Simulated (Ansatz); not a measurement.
**CH5ClGeO: density, localisation and related maps**

```
atom    x (Å)    y (Å)    z (Å)
  Ge  -0.1517   0.0283   0.1029
   C  -0.0097   0.0877   2.0366
   H  -1.0049   0.1355   2.4815
   H   0.4979  -0.8041   2.4057
   H   0.5593   0.9641   2.3487
  Cl   1.8665  -0.1670  -0.6927
   H  -0.7993   1.2428  -0.5432
   O  -1.0663  -1.3646  -0.4448
   H  -0.6502  -2.2124  -0.4052
```

The calculation used RHF/def2-SVP (Ansatz 0.2.0).

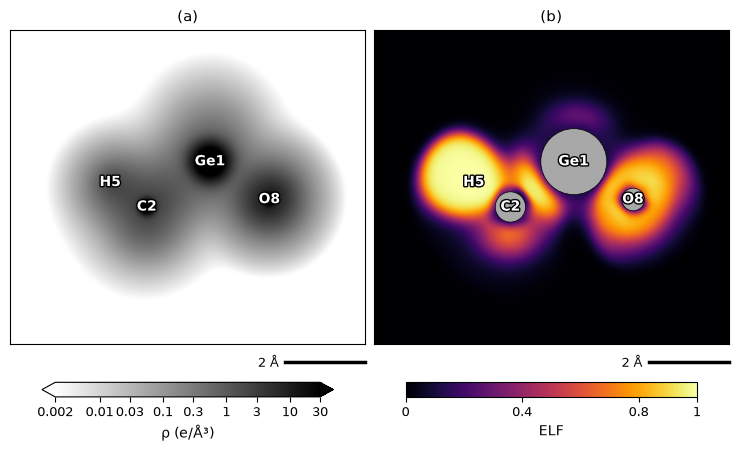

Figure 1. (a) electron density; (b) ELF on the plane of atoms C2, Ge1 and O8. Grey discs cover the atomic cores in the ELF map.

What does the map show?

Answer.
- Atoms in the plane: Ge, C, H and O.
- Ge–O (1.75 Å): ρ is about 0.99 e/Å³ halfway; the ELF peaks at about 0.85 in the valence shell of O, 0.6 Å from its nucleus, and is about 0.35 at the midpoint.
- C–Ge (1.94 Å): the density is about 0.93 e/Å³ at the midpoint; the ELF peaks at about 0.95 in the valence shell of C, 0.6 Å from its nucleus, and is about 0.70 at the midpoint.
- C–H (1.09 Å): the density is about 1.9 e/Å³ at the midpoint; the ELF climbs to about 1 towards the hydrogen, as it does in any bond to H: a covalent bond by its length.
- The ELF also peaks beside O8, away from the bonds: lone-pair regions.

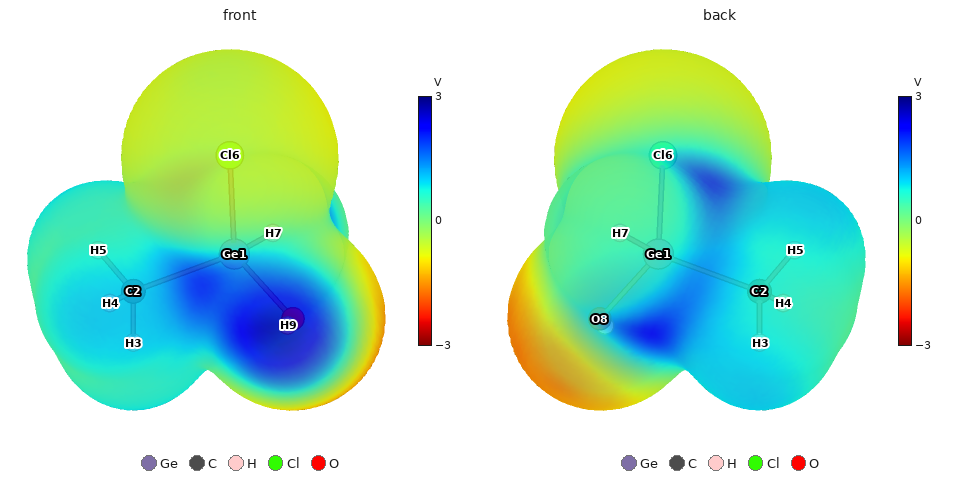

Figure 2. The molecular electrostatic potential painted on the density surface at 0.002 e/bohr³, seen from the front and from behind; red is negative and blue positive.

Which sites attract a positive test charge, and which a negative one?

Answer. A positive charge is drawn to the negative regions and a negative charge to the positive ones. The most negative region (about −1.7 V) lies over O8, the most positive (about +2.6 V) over H9. O8 is the likeliest acceptor of a hydrogen bond.

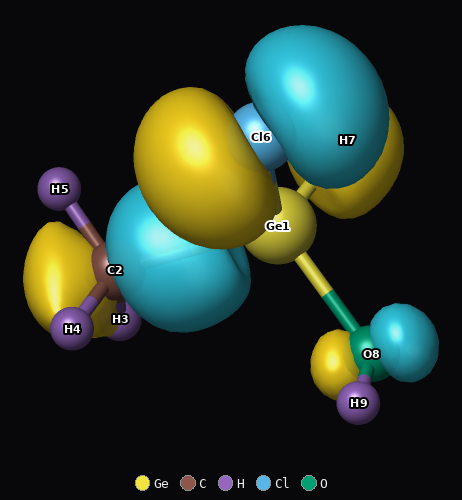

Figure 3. The HOMO at ±0.15 Å⁻³ᐟ² (yellow and cyan are the two phases), seen at a tilt.

Describe this orbital and give its energy.

Answer. Its weight (Hirshfeld) is mainly on Cl6 (about 50 %), C2 (about 20 %), Ge1 (about 15 %) and H7 (about 10 %). Its energy is −11.68 eV.
